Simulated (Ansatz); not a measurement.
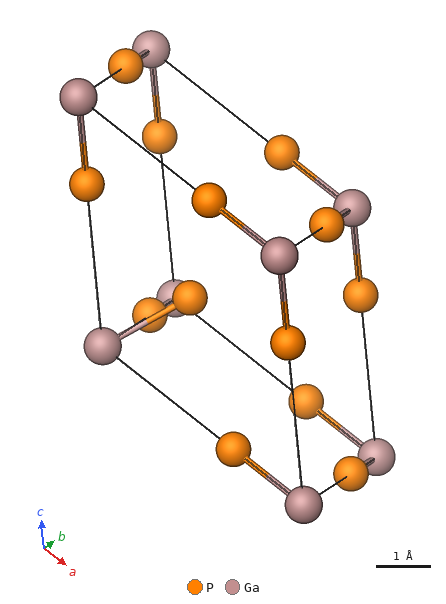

Drawn in the ball-and-stick manner and seen slightly off an axis. Lines trace the edges of the simulation cell.

```
CELL_PARAMETERS angstrom
-3.05463 3.05463 3.05463
3.05463 -3.05463 3.05463
3.05463 3.05463 -3.05463
ATOMIC_POSITIONS crystal
P 0.34960 0.34960 0.34960
P 0.65040 0.00000 0.00000
P 0.00000 0.00000 0.65040
P 0.00000 0.65040 0.00000
Ga 0.00000 0.00000 0.00000
```

Calculation details: DFT, PAW plane waves, PBE in Ansatz; E_cut = 420 eV, an 8×8×8 mesh of k-points, cold smearing of 0.29 eV, no spin polarisation. The pressure of the cell is 34 GPa.

> State the Bader charges by element.

Ga +0.06 e; P -0.01 e. Little charge moves, as in a metallic or covalent solid.

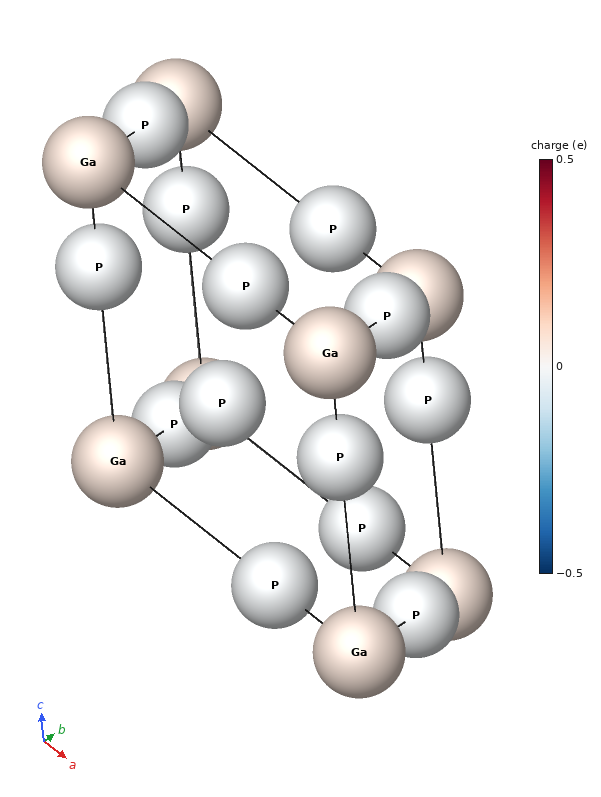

The atoms coloured by those charges.

Note that this is a generated cell, made by putting these elements into a known structure type (the compound may or may not exist in this form), and that it hasn't been relaxed. It was run through Ansatz as a DFT input.

At this level of theory the cell isn't at rest (compressed, at 34 GPa and forces up to 6.9 eV/Å), so its distances can differ from those at equilibrium, the more so the softer the solid.
